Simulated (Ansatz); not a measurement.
# F₃H₃OSi₂: up Jacob's ladder to CCSD(T)

Aim: compute F₃H₃OSi₂ with functionals from several rungs and with coupled cluster. The yardstick is the atomisation energy at the CCSD(T) limit.

Method: functionals in def2-TZVPP, the program's frozen cores in correlated methods; program: Ansatz 0.2.0, Gaussian basis.

The runs, in order: PBE-D4, r2SCAN-D4, PBE0-D4, B3LYP-D4, ωB97X-V, ωB97M-V, B2PLYP; CCSD(T)/def2-TZVPP; MP2/def2-QZVPP; extrapolation to the limit.

**1. Structure used throughout**

The geometry comes from an earlier relaxation with PBE0-D4 in a triple-zeta def2 set; it is a stationary point, not always the lowest conformer.

SMILES `F[SiH2]O[SiH](F)F`, 9 atoms, charge 0, spin multiplicity 1.

Atoms are counted from 1 here; the program's logs count them from 0.

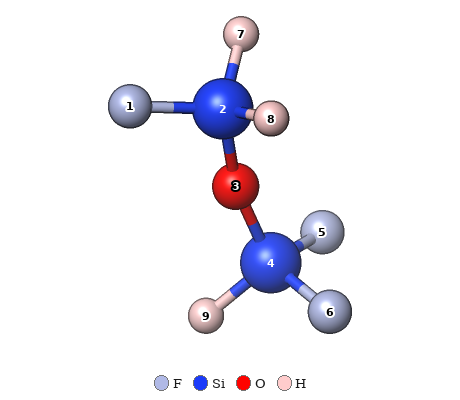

The geometry (fluorine light blue, silicon blue, oxygen red, hydrogen pink); atoms are numbered from 1 in the order of the file.

Geometry (Å):

```mol
F3H3OSi2
  3D, bonds by distance, orders not assigned

  9  8  0  0  0  0  0  0  0  0999 V2000
   -1.2284   -0.1408   -2.3830 F   0  0
   -0.4708    0.7749   -1.3279 Si  0  0
    0.0184   -0.1784   -0.1093 O   0  0
    0.4493   -0.7807    1.3101 Si  0  0
    1.9533   -0.3968    1.6028 F   0  0
   -0.4249   -0.1253    2.4514 F   0  0
    0.7085    1.3594   -1.9949 H   0  0
   -1.4279    1.7806   -0.8260 H   0  0
    0.2966   -2.2354    1.3458 H   0  0
  1  2  8  0
  2  3  8  0
  3  4  8  0
  4  5  8  0
  4  6  8  0
  2  7  8  0
  2  8  8  0
  4  9  8  0
M  END
```

**2. PBE-D4 (GGA)**

in.yaml

```yaml
crystal:
  periodic: [false, false, false]
  atoms:
    - {symbol: F, position_ang: [-1.228393, -0.140754, -2.382968]}
    - {symbol: Si, position_ang: [-0.470847, 0.774894, -1.327946]}
    - {symbol: O, position_ang: [0.018354, -0.178439, -0.109285]}
    - {symbol: Si, position_ang: [0.449325, -0.780740, 1.310091]}
    - {symbol: F, position_ang: [1.953253, -0.396797, 1.602849]}
    - {symbol: F, position_ang: [-0.424879, -0.125257, 2.451360]}
    - {symbol: H, position_ang: [0.708502, 1.359441, -1.994928]}
    - {symbol: H, position_ang: [-1.427858, 1.780633, -0.825986]}
    - {symbol: H, position_ang: [0.296643, -2.235382, 1.345814]}
basis:
  gaussian: {orbitals: def2-TZVPP}
hamiltonian: {xc: pbe, dispersion: d4}
output: {forces: true, orbitals: {seedname: orbitals}}
```

The run is started by

```console
> ansatz run in.yaml --threads 4 --pin off --events-out ev --progress --plain --max-ram 10444MiB
```

What it wrote, cut to the lines that bear on the results:

```text
Functional definition: PBE
  name "PBE"
  cite "Perdew, Burke & Ernzerhof, Phys. Rev. Lett. 77, 3865 (1996) doi:10.1103/PhysRevLett.77.3865"
  parent pbe
[...]
1372 factors; their error is unknown
[...]
mean field -25996.82605474 eV, -955.3657362300 hartree, gradient 3.7e-5 eV, S^2 0.000000; 0 other end points of the search recorded, 0 dependent functions left out
[...]
reference -25996.82609784 eV, -955.3657378140 hartree; 33, 33 occupied and 217, 217 virtual orbitals, 1372 factors
Total energy: -25997.02538944 eV, -955.3730616451 hartree
Atom 0 at    -1.228393    -0.140754    -2.382968 Å, force    -0.314074    -0.359113    -0.443878 eV/Å
Atom 1 at    -0.470847     0.774894    -1.327946 Å, force     0.101271     0.453235     0.031366 eV/Å
Atom 2 at     0.018354    -0.178439    -0.109285 Å, force     0.004561    -0.093279    -0.139334 eV/Å
Atom 3 at     0.449325    -0.780740     1.310091 Å, force    -0.070685    -0.427723    -0.055986 eV/Å
Atom 4 at     1.953253    -0.396797     1.602849 Å, force     0.668798     0.142338     0.122733 eV/Å
Atom 5 at    -0.424879    -0.125257     2.451360 Å, force    -0.401831     0.266942     0.503522 eV/Å
Atom 6 at     0.708502     1.359441    -1.994928 Å, force     0.149577     0.076505    -0.079033 eV/Å
Atom 7 at    -1.427858     1.780633    -0.825986 Å, force    -0.114302     0.128285     0.068494 eV/Å
Atom 8 at     0.296643    -2.235382     1.345814 Å, force    -0.023313    -0.187190    -0.007884 eV/Å
Dipole moment:    -0.000712     0.032463    -0.079726 e Å
```

Run time: 0.9 s. Hardware: 4 threads of AMD EPYC 9R45, shared host; peak memory 0.35 GiB.

With the free atoms at this level, -25958.620 eV in sum, the atomisation energy is 3705.6 kJ/mol. HOMO -8.10 eV, LUMO -0.56 eV.

**3. r2SCAN-D4 (meta-GGA)**

in.yaml: that of step 2 with these lines changed.

```diff
@@ -14,3 +14,3 @@
   gaussian: {orbitals: def2-TZVPP}
-hamiltonian: {xc: pbe, dispersion: d4}
+hamiltonian: {xc: r2scan, dispersion: d4}
 output: {forces: true, orbitals: {seedname: orbitals}}
```

Launched as before.

What it wrote, cut to the lines that bear on the results:

```text
Functional definition: r2SCAN
  name "r2SCAN"
  cite "Furness, Kaplan, Ning, Perdew & Sun, J. Phys. Chem. Lett. 11, 8208 (2020) doi:10.1021/acs.jpclett.0c02405"
  cite "Furness, Kaplan, Ning, Perdew & Sun, J. Phys. Chem. Lett. 11, 9248 (2020) doi:10.1021/acs.jpclett.0c03077"
  parent r2scan
[...]
1372 factors; their error is unknown
[...]
mean field -26009.60552671 eV, -955.8353731626 hartree, gradient 5.4e-5 eV, S^2 0.000000; 0 other end points of the search recorded, 0 dependent functions left out
[...]
reference -26009.60553879 eV, -955.8353736066 hartree; 33, 33 occupied and 217, 217 virtual orbitals, 1372 factors
Total energy: -26009.65432979 eV, -955.8371666429 hartree
Atom 0 at    -1.228393    -0.140754    -2.382968 Å, force    -0.020129    -0.020119    -0.028003 eV/Å
Atom 1 at    -0.470847     0.774894    -1.327946 Å, force     0.008218     0.064274    -0.009801 eV/Å
Atom 2 at     0.018354    -0.178439    -0.109285 Å, force    -0.006030    -0.004134    -0.036727 eV/Å
Atom 3 at     0.449325    -0.780740     1.310091 Å, force    -0.000225    -0.091240     0.021648 eV/Å
Atom 4 at     1.953253    -0.396797     1.602849 Å, force     0.053452     0.008505     0.012518 eV/Å
Atom 5 at    -0.424879    -0.125257     2.451360 Å, force    -0.034964     0.022592     0.040276 eV/Å
Atom 6 at     0.708502     1.359441    -1.994928 Å, force    -0.031105    -0.002647     0.014801 eV/Å
Atom 7 at    -1.427858     1.780633    -0.825986 Å, force     0.027228    -0.015425    -0.011717 eV/Å
Atom 8 at     0.296643    -2.235382     1.345814 Å, force     0.003556     0.038194    -0.002996 eV/Å
Dipole moment:    -0.000053     0.033143    -0.080289 e Å
```

Wall time 1.4 s (4 threads of AMD EPYC 9R45, shared host); peak memory 0.37 GiB.

With the free atoms at this level, -25971.196 eV in sum, the atomisation energy is 3710.7 kJ/mol. HOMO -8.48 eV, LUMO -0.10 eV.

**4. PBE0-D4 (hybrid)**

in.yaml: that of step 3 with these lines changed.

```diff
@@ -14,3 +14,3 @@
   gaussian: {orbitals: def2-TZVPP}
-hamiltonian: {xc: r2scan, dispersion: d4}
-output: {forces: true, orbitals: {seedname: orbitals}}
+hamiltonian: {xc: pbe0, dispersion: d4}
+output: {orbitals: {seedname: orbitals}}
```

Launched as before.

What it wrote:

```text
Functional definition: PBE0
  name "PBE0"
  cite "Adamo & Barone, J. Chem. Phys. 110, 6158 (1999) doi:10.1063/1.478522"
  cite "Perdew, Burke & Ernzerhof, Phys. Rev. Lett. 77, 3865 (1996) doi:10.1103/PhysRevLett.77.3865"
  parent pbe
  parameter a = 0.25
  parameter kappa = 0.804
  parameter beta = 0.06672455060314922
  exchange = (1 - a)*pbe_x(kappa = kappa, mu = beta*pi^2/3) + a*exact_x
  correlation = pbe_c(beta = beta)
1378 factors; their error is unknown
mean field evaluation 1: about -25991.6215 eV, gradient 7.1e1 eV
mean field evaluation 2: about -25982.2728 eV, gradient 1.0e2 eV
mean field evaluation 4: about -25998.3987 eV, gradient 5.0e0 eV
mean field evaluation 8: about -25998.4316 eV, gradient 5.2e-2 eV
mean field evaluation 16: about -25998.5009 eV, gradient 2.6e-5 eV
mean field -25998.50086582 eV, -955.4272844020 hartree, gradient 2.6e-5 eV, S^2 0.000000; 0 other end points of the search recorded, 0 dependent functions left out
reference -25998.50089742 eV, -955.4272855633 hartree; 33, 33 occupied and 217, 217 virtual orbitals, 1378 factors
Total energy: -25998.67000644 eV, -955.4335002052 hartree
```

It took 1.1 s on 4 threads of AMD EPYC 9R45, shared host; peak memory 0.68 GiB.

With the free atoms at this level, -25961.001 eV in sum, the atomisation energy is 3634.5 kJ/mol. HOMO -9.59 eV, LUMO 0.33 eV.

**5. B3LYP-D4 (hybrid)**

B3LYP here takes the VWN-RPA correlation.

in.yaml: that of step 4 with these lines changed.

```diff
@@ -14,3 +14,3 @@
   gaussian: {orbitals: def2-TZVPP}
-hamiltonian: {xc: pbe0, dispersion: d4}
-output: {orbitals: {seedname: orbitals}}
+hamiltonian: {xc: {name: B3LYP}, dispersion: d4}
+output: {forces: true, orbitals: {seedname: orbitals}}
```

The command is unchanged.

What it wrote, cut to the lines that bear on the results:

```text
Functional definition: B3LYP
  name "B3LYP"
  cite "Stephens, Devlin, Chabalowski & Frisch, J. Phys. Chem. 98, 11623 (1994) doi:10.1021/j100096a001"
  cite "Becke, Phys. Rev. A 38, 3098 (1988) doi:10.1103/PhysRevA.38.3098"
  cite "Lee, Yang & Parr, Phys. Rev. B 37, 785 (1988) doi:10.1103/PhysRevB.37.785"
  cite "Vosko, Wilk & Nusair, Can. J. Phys. 58, 1200 (1980) doi:10.1139/p80-159"
[...]
1378 factors; their error is unknown
[...]
mean field -26016.44394640 eV, -956.0866804512 hartree, gradient 3.9e-5 eV, S^2 0.000000; 0 other end points of the search recorded, 0 dependent functions left out
[...]
reference -26016.44421519 eV, -956.0866903291 hartree; 33, 33 occupied and 217, 217 virtual orbitals, 1378 factors
Total energy: -26016.76668671 eV, -956.0985409389 hartree
Atom 0 at    -1.228393    -0.140754    -2.382968 Å, force    -0.104419    -0.116567    -0.145304 eV/Å
Atom 1 at    -0.470847     0.774894    -1.327946 Å, force     0.064037     0.286630     0.002566 eV/Å
Atom 2 at     0.018354    -0.178439    -0.109285 Å, force     0.002944    -0.016441    -0.016662 eV/Å
Atom 3 at     0.449325    -0.780740     1.310091 Å, force    -0.046452    -0.302470    -0.055231 eV/Å
Atom 4 at     1.953253    -0.396797     1.602849 Å, force     0.216207     0.047195     0.044284 eV/Å
Atom 5 at    -0.424879    -0.125257     2.451360 Å, force    -0.130643     0.089602     0.162907 eV/Å
Atom 6 at     0.708502     1.359441    -1.994928 Å, force    -0.078624    -0.026453     0.040651 eV/Å
Atom 7 at    -1.427858     1.780633    -0.825986 Å, force     0.066095    -0.057036    -0.033273 eV/Å
Atom 8 at     0.296643    -2.235382     1.345814 Å, force     0.010855     0.095539     0.000063 eV/Å
Dipole moment:     0.000303     0.035540    -0.083043 e Å
```

It took 1.6 s on 4 threads of AMD EPYC 9R45, shared host; peak memory 0.74 GiB.

With the free atoms at this level, -25978.638 eV in sum, the atomisation energy is 3678.8 kJ/mol. HOMO -9.39 eV, LUMO 0.08 eV.

**6. ωB97X-V (range-separated)**

in.yaml: that of step 5 with these lines changed.

```diff
@@ -14,3 +14,3 @@
   gaussian: {orbitals: def2-TZVPP}
-hamiltonian: {xc: {name: B3LYP}, dispersion: d4}
-output: {forces: true, orbitals: {seedname: orbitals}}
+hamiltonian: {xc: {name: wB97X-V}}
+output: {orbitals: {seedname: orbitals}}
```

Launched as before.

What it wrote, cut to the lines that bear on the results:

```text
Functional definition: wB97X-V
  name "wB97X-V"
  cite "Mardirossian & Head-Gordon, Phys. Chem. Chem. Phys. 16, 9904 (2014) doi:10.1039/C3CP54374A"
  cite "Becke, J. Chem. Phys. 107, 8554 (1997) doi:10.1063/1.475007"
  cite "Vydrov & Van Voorhis, J. Chem. Phys. 133, 244103 (2010) doi:10.1063/1.3521275"
[...]
      + integral(e_c_pw_opposite_spin*poly(b97_u_opposite, cos0, cos1)) + vv10(b, c)
1378 factors; their error is unknown
275 factors; integrals over basis functions are off by at most 9.6e-6 eV
[...]
mean field -26009.31287470 eV, -955.8246183999 hartree, gradient 3.7e-5 eV, S^2 0.000000; 0 other end points of the search recorded, 0 dependent functions left out
reference -26009.31287266 eV, -955.8246183249 hartree; 33, 33 occupied and 217, 217 virtual orbitals, 1378 factors
Total energy: -26009.31287266 eV, -955.8246183249 hartree
```

It took 2.4 s on 4 threads of AMD EPYC 9R45, shared host; peak memory 0.82 GiB.

With the free atoms at this level, -25970.745 eV in sum, the atomisation energy is 3721.2 kJ/mol. HOMO -12.05 eV, LUMO 2.36 eV.

**7. ωB97M-V (range-separated)**

in.yaml: that of step 6 with these lines changed.

```diff
@@ -14,3 +14,3 @@
   gaussian: {orbitals: def2-TZVPP}
-hamiltonian: {xc: {name: wB97X-V}}
-output: {orbitals: {seedname: orbitals}}
+hamiltonian: {xc: {name: wB97M-V}}
+output: {forces: true, orbitals: {seedname: orbitals}}
```

Launched as before.

What it wrote, cut to the lines that bear on the results:

```text
Functional definition: wB97M-V
  name "wB97M-V"
  cite "Mardirossian & Head-Gordon, J. Chem. Phys. 144, 214110 (2016) doi:10.1063/1.4952647"
  cite "Becke, J. Chem. Phys. 107, 8554 (1997) doi:10.1063/1.475007"
  cite "Vydrov & Van Voorhis, J. Chem. Phys. 133, 244103 (2010) doi:10.1063/1.3521275"
  # Of w^i u^j: cxij and so on, Table III.
[...]
  gx(w, u) = 1 - cx + cx01*u + cx10*w
  gss(w, u) = css00 + css04*u^4 + css10*w + css20*w^2 + css43*w^4*u^3
  gos(w, u) = cos00 + cos10*w + (cos20 + cos21*u)*w^2 + (cos60 + cos61*u)*w^6
[...]
      + integral(e_c_pw_mod_opposite_spin*gos(b97_w_opposite, b97_u_opposite)) + vv10(b, c)
1378 factors; their error is unknown
275 factors; integrals over basis functions are off by at most 9.6e-6 eV
[...]
Total energy: -26011.78409427 eV, -955.9154340439 hartree
Atom 0 at    -1.228393    -0.140754    -2.382968 Å, force    -0.068691    -0.075850    -0.094833 eV/Å
Atom 1 at    -0.470847     0.774894    -1.327946 Å, force     0.058435     0.341690    -0.022536 eV/Å
Atom 2 at     0.018354    -0.178439    -0.109285 Å, force     0.000798    -0.012662    -0.029023 eV/Å
Atom 3 at     0.449325    -0.780740     1.310091 Å, force    -0.038620    -0.346658    -0.010273 eV/Å
Atom 4 at     1.953253    -0.396797     1.602849 Å, force     0.148901     0.035554     0.028849 eV/Å
Atom 5 at    -0.424879    -0.125257     2.451360 Å, force    -0.091956     0.066516     0.108979 eV/Å
Atom 6 at     0.708502     1.359441    -1.994928 Å, force    -0.154682    -0.070155     0.084532 eV/Å
Atom 7 at    -1.427858     1.780633    -0.825986 Å, force     0.125603    -0.127309    -0.062794 eV/Å
Atom 8 at     0.296643    -2.235382     1.345814 Å, force     0.020213     0.188874    -0.002902 eV/Å
Dipole moment:     0.000105     0.036041    -0.081258 e Å
```

It took 3.5 s on 4 threads of AMD EPYC 9R45, shared host; peak memory 0.92 GiB.

With the free atoms at this level, -25973.277 eV in sum, the atomisation energy is 3715.4 kJ/mol. HOMO -11.87 eV, LUMO 2.01 eV.

**8. B2PLYP (double hybrid)**

in.yaml: that of step 7 with these lines changed.

```diff
@@ -14,3 +14,2 @@
   gaussian: {orbitals: def2-TZVPP}
-hamiltonian: {xc: {name: wB97M-V}}
-output: {forces: true, orbitals: {seedname: orbitals}}
+hamiltonian: {xc: {name: B2PLYP}}
```

Same command.

What it wrote, cut to the lines that bear on the results:

```text
Functional definition: B2PLYP
  name "B2PLYP"
  cite "Grimme, J. Chem. Phys. 124, 034108 (2006) doi:10.1063/1.2148954"
  cite "Becke, Phys. Rev. A 38, 3098 (1988) doi:10.1103/PhysRevA.38.3098"
  cite "Lee, Yang & Parr, Phys. Rev. B 37, 785 (1988) doi:10.1103/PhysRevB.37.785"
[...]
1537 factors; integrals over basis functions are off by at most 7.9e-4 eV
[...]
mean field -25992.92125640 eV, -955.2222375379 hartree, gradient 8.1e-6 eV, S^2 0.000000; 0 other end points of the search recorded, 0 dependent functions left out
14 core orbitals not correlated: weight in the atoms' cores, before any rotation towards them, 1.000 or more for the frozen orbitals, at most 0.000 for the correlated occupied ones
reference -25992.92142453 eV, -955.2222437164 hartree; 19, 19 occupied and 217, 217 virtual orbitals, 1537 factors
second order -39.08436179 eV of doubles, -0.00000000 eV of singles
Total energy: -26003.47420221 eV, -955.6100511434 hartree
```

Run time: 1.8 s. Hardware: 4 threads of AMD EPYC 9R45, shared host; peak memory 0.66 GiB.

Atomisation energy: 3675.6 kJ/mol (free atoms -25965.379 eV, run apart).

**9. Frontier levels by functional**

Dipoles come from the runs that computed forces. Levels are read from the orbital files that the runs wrote:

```tsv
functional	HOMO (eV)	LUMO (eV)	gap (eV)	dipole (D)
PBE-D4	-8.10	-0.56	7.54	0.41
r2SCAN-D4	-8.48	-0.10	8.38	0.42
PBE0-D4	-9.59	0.33	9.91	
B3LYP-D4	-9.39	0.08	9.47	0.43
ωB97X-V	-12.05	2.36	14.42	
ωB97M-V	-11.87	2.01	13.88	0.43
```

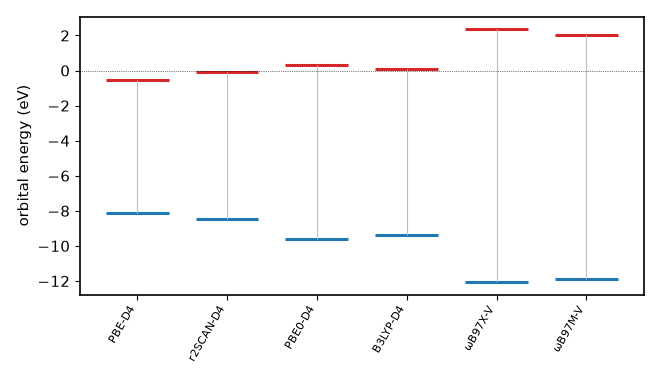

Highest occupied (blue) and lowest empty (red) level by functional.

**10. CCSD(T) in def2-TZVPP**

in.yaml: that of step 8 with these lines changed.

```diff
@@ -14,2 +14,2 @@
   gaussian: {orbitals: def2-TZVPP}
-hamiltonian: {xc: {name: B2PLYP}}
+correlation: {method: ccsd_t}
```

Launched as before.

What it wrote, cut to the lines that bear on the results:

```text
Functional definition: HF
  name "HF"
  cite "Fock, Z. Phys. 61, 126 (1930) doi:10.1007/BF01340294"
  parent pbe
[...]
1537 factors; integrals over basis functions are off by at most 7.9e-4 eV
[...]
mean field -25941.19494853 eV, -953.3213307851 hartree, gradient 2.8e-6 eV, S^2 0.000000; 0 other end points of the search recorded, 0 dependent functions left out
14 core orbitals not correlated: weight in the atoms' cores, before any rotation towards them, 1.000 or more for the frozen orbitals, at most 0.000 for the correlated occupied ones
reference -25941.19494853 eV, -953.3213307851 hartree; 19, 19 occupied and 217, 217 virtual orbitals, 1537 factors
second order -32.89321498 eV of doubles, -0.00000000 eV of singles
cycle   1  -32.67877962 eV  change    2.1e-1 eV  update   1.2e-1
[...]
cycle   9  -33.48715072 eV  change    1.2e-6 eV  update   1.1e-5
perturbative correction -0.98440535 eV, -0.0361762294 hartree
Total energy: -25975.66650461 eV, -954.5881371051 hartree
```

It took 57 s on 4 threads of AMD EPYC 9R45, shared host; peak memory 5.6 GiB.

**11. MP2 in def2-QZVPP**

in.yaml: that of step 10 with these lines changed.

```diff
@@ -13,3 +13,3 @@
 basis:
-  gaussian: {orbitals: def2-TZVPP}
-correlation: {method: ccsd_t}
+  gaussian: {orbitals: "def2-QZVPP.json"}
+correlation: {method: mp2}
```

Same command.

What it wrote:

```text
Functional definition: HF
  name "HF"
  cite "Fock, Z. Phys. 61, 126 (1930) doi:10.1007/BF01340294"
  parent pbe
  exchange = exact_x
  correlation = 0
2788 factors; integrals over basis functions are off by at most 7.3e-4 eV
mean field evaluation 1: about -25937.2311 eV, gradient 5.4e1 eV
mean field evaluation 2: about -25937.3781 eV, gradient 5.4e1 eV
mean field evaluation 4: about -25942.1993 eV, gradient 3.0e0 eV
mean field evaluation 8: about -25942.2423 eV, gradient 2.1e-1 eV
mean field -25942.24240423 eV, -953.3598240722 hartree, gradient 1.4e-6 eV, S^2 0.000000; 0 other end points of the search recorded, 0 dependent functions left out
14 core orbitals not correlated: weight in the atoms' cores, before any rotation towards them, 1.000 or more for the frozen orbitals, at most 0.000 for the correlated occupied ones
reference -25942.24240423 eV, -953.3598240722 hartree; 19, 19 occupied and 425, 425 virtual orbitals, 2788 factors
second order -35.93811758 eV of doubles, -0.00000000 eV of singles
Total energy: -25978.18052182 eV, -954.6805255336 hartree
```

Run time: 6 s. Hardware: 4 threads of AMD EPYC 9R45, shared host; peak memory 2.5 GiB.

Energy pieces by basis (eV):

```tsv
basis	HF	MP2 correlation	CCSD correlation	(T)	total
def2-TZVPP	-25941.1949	-32.8932	-33.4872	-0.9844	-25975.6665
def2-QZVPP	-25942.2424	-35.9381			-25978.1805 (MP2)
```

The report of the def2-TZVPP run gives T1 = 0.0118.

**12. Extrapolating to the complete basis**

No new run: Hartree-Fock is extrapolated as exp(−7.88√X) and correlation as X^−2.97, with X = 3 and 4; only MP2 was run in the larger set, so CCSD(T) minus MP2 is added from the smaller one.

```tsv
level	energy at the limit (eV)
HF	-25942.3867
MP2	-25980.5803
CCSD	-25981.1742
CCSD(T)	-25982.1586
```

**13. All levels against the reference**

Free atoms (3 F, 2 Si, 1 O, 3 H) were run apart at each level; the atomisation energy is their sum less the molecule, without zero-point or spin-orbit terms.

Differences are taken before rounding.

```tsv
method	rung	atoms, summed (eV)	atomisation energy (kJ/mol)	from CCSD(T)/CBS (kJ/mol)	time
PBE-D4	GGA	-25958.620	3705.6	-39.0	0.9 s
r2SCAN-D4	meta-GGA	-25971.196	3710.7	-33.9	1.4 s
PBE0-D4	hybrid	-25961.001	3634.5	-110.1	1.1 s
B3LYP-D4	hybrid	-25978.638	3678.8	-65.7	1.6 s
ωB97X-V	range-separated	-25970.745	3721.2	-23.3	2.4 s
ωB97M-V	range-separated	-25973.277	3715.4	-29.2	3.5 s
B2PLYP	double hybrid	-25965.379	3675.6	-69.0	1.8 s
HF/def2-TZVPP	wavefunction	-25912.101	2807.2	-937.4	
MP2/def2-TZVPP	wavefunction	-25935.152	3756.8	+12.2	
CCSD/def2-TZVPP	wavefunction	-25937.584	3579.5	-165.1	
CCSD(T)/def2-TZVPP	wavefunction	-25938.077	3626.8	-117.7	57 s
MP2/CBS	wavefunction	-25940.424	3874.5	+130.0	
CCSD(T)/CBS	wavefunction	-25943.349	3744.6	0	63 s
```

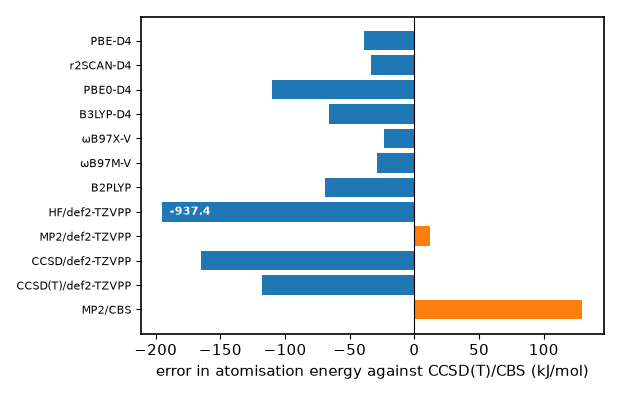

Error of each method against CCSD(T)/CBS. Bars with a number in them are cut short.

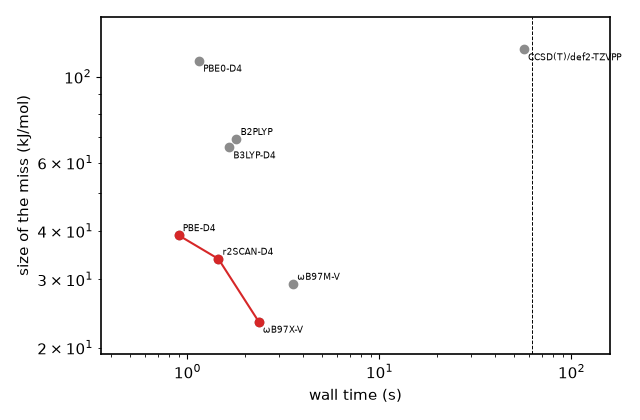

Accuracy for the time spent; red marks the levels that beat every quicker one drawn (of those quicker than the yardstick), and the dashed line is the time of CCSD(T)/CBS. Times are from a shared host.

B2PLYP carry no dispersion term (for B3LYP, D4 adds 31.1 kJ/mol).

Times are those of the molecule's run; HF, MP2 and CCSD come out of the CCSD(T) runs, and the limit's time is the sum of the runs that it needs.

**14. Outcome**

| quantity | value |
| --- | --- |
| atomisation energy, CCSD(T)/CBS | 3744.6 kJ/mol |
| functionals within 18.7 kJ/mol (0.5 %) | none; nearest ωB97X-V (-23.3 kJ/mol) |
| farthest | PBE0-D4 (-110.1 kJ/mol) |
| mean size of error, hybrid | 87.9 kJ/mol |
| mean size of error, range-separated | 26.3 kJ/mol |
| gap, smallest and largest | 7.54 eV (PBE-D4), 14.42 eV (ωB97X-V) |
| T1 diagnostic | 0.0118 |
| triples share of the correlation energy | 2.9 % |

PBE-D4 is off by -39.0 kJ/mol. Double hybrids carry the basis error of their MP2 part in triple zeta, and no dispersion term here, so their miss is partly the set-up's. Misses under about 18.7 kJ/mol are within the doubt on the reference itself, which lacks core-valence correlation, relativity and higher excitations. Hartree-Fock recovers 75 % of the binding; the rest is correlation. The gap grows from 7.5 to 14.4 eV across the functionals, mostly with the share of exact exchange.

For cost: ωB97X-V gets within 23.3 kJ/mol in 2.4 s, where CCSD(T)/CBS took 63 s; the quickest level in the cost chart, PBE-D4, takes 0.9 s and misses by 39.0 kJ/mol.
